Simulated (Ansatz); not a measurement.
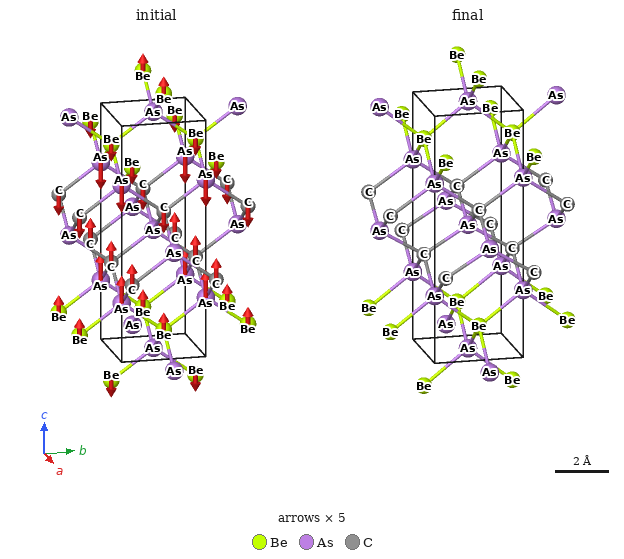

The structure of crystalline BeAs$_{2}$C (a generated structure, set up in P-4m2) before (left) and after (right) a relaxation, at one scale. The red arrows give the displacements (the part carried along by the change of the cell is left out), magnified 5 times.

The picture is a ball-and-stick view of the cell of the calculation, seen slightly off an axis.

Computed with Ansatz 0.2.0, DFT, PBEsol, plane waves, PAW. (plane-wave cutoff 420 eV; k-point mesh 6 × 6 × 2; occupations fermi dirac; smearing width 0.03 eV; no spin polarisation; cell and atoms relaxed; force threshold 0.01 eV/Å; at most 120 steps)

**What changed between the two?**

After 6 accepted moves (8 points after the start) the energy has fallen by 168 meV per atom. Largest force component: 1.4 eV/Å at the start, 0.0024 eV/Å at the end. The pressure goes from 19.89 to −0.01 GPa. The SCF was repeated twice at an unchanged geometry on a basis and grid sized afresh for the cell, which shifted the energy by 2.7 meV per atom at most. The largest moves relative to the cell, 0.22 Å, are those of As atoms. Largest moves by element: As 0.22 Å, C 0.17 Å, Be 0.14 Å. The volume changes by +15.3 %, with a = b 3.276 → 3.439 Å (+5.0 %), c 9.265 → 9.698 Å (+4.7 %). Among the contacts that change: As–As 3.276 → 3.590 Å, As–Be 2.006 → 2.186 Å, As–Be 2.006 → 2.151 Å, As–C 2.006 → 2.076 Å. Bond angles that change, for instance: C–As–C 109.5° → 117.5°, As–C–As 109.5° → 117.5°, As–Be–As 109.5° → 103.7°. The space group stays P-4m2 (No. 115).
